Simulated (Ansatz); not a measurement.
The crystal is MoS2 (layered bulk) (P6_3/mmc).

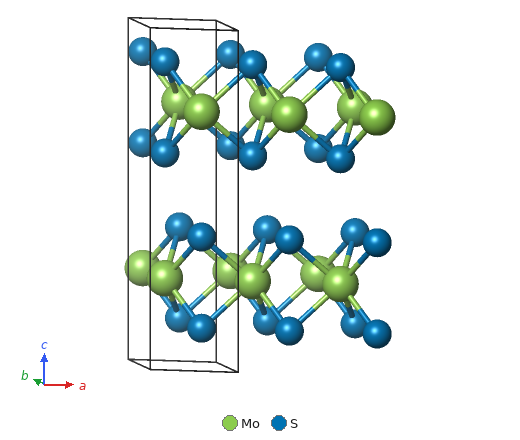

The structure (molybdenum green, sulfur blue). 3×2×1 cells are drawn.

```xyz
6
Lattice="3.1091 0.0000 0.0000 -1.5545 2.6925 0.0000 0.0000 0.0000 11.7112" Properties=species:S:1:pos:R:3 pbc="T T T"
Mo    0.0000    1.7950    2.9278
S     1.5545    0.8975    4.4911
S     1.5545    0.8975    1.3645
Mo    1.5545    0.8975    8.7834
S     0.0000    1.7950   10.3466
S     0.0000    1.7950    7.2201
```

The structure was relaxed with PBEsol-D3(BJ). The runs that relaxed it are not among those shown.

Gaps computed with Ansatz 0.2.0 without a self-energy: PBEsol 0.55 eV and PBEsol+SOC 0.54 eV.

Q: Estimate the G0W0@PBEsol gap with 9×9×2 mesh, 408 empty bands, screening to 150 eV, PAW set soft_1 files.

About 0.94 eV: on its mesh the run moves the gap from 0.64 eV by +0.39 eV, and the mesh misses the edges by 0.10 eV. Bands and cutoff are finite, so the gap is not at the basis limit. The miss can reach some tenths of an eV and take either sign; the mesh is an error of its own. The 9×9×2 mesh is coarse for this cell (its supercell is 23 Å along the shortest edge). The RPA ε∞ on it, from the PBEsol start, is 8.60 and 15.49; such meshes misread the long-range screening, most where the gap is narrow. The many-body steps are scalar-relativistic: spin-orbit coupling is not in them.

[Paths, hosts, dates, memory and timing lines, banners, echoed tables and standing remarks are left out of the program output.]

[Logs are printed without paths, hosts, clocks, repeated set-up lines and the standing remarks that a program may print on its own settings, such as how far it seeks lower states.]

[Runs of the session that timed out or met a known fault of the program may be left out.]

[Cells called generated may have been cut or substituted from an entry of the Crystallography Open Database or the Materials Project.]

[Hosts, paths, dates, database ids (printed as entryN), source tags and the programs' standing remarks are cut or masked in the printed files.]
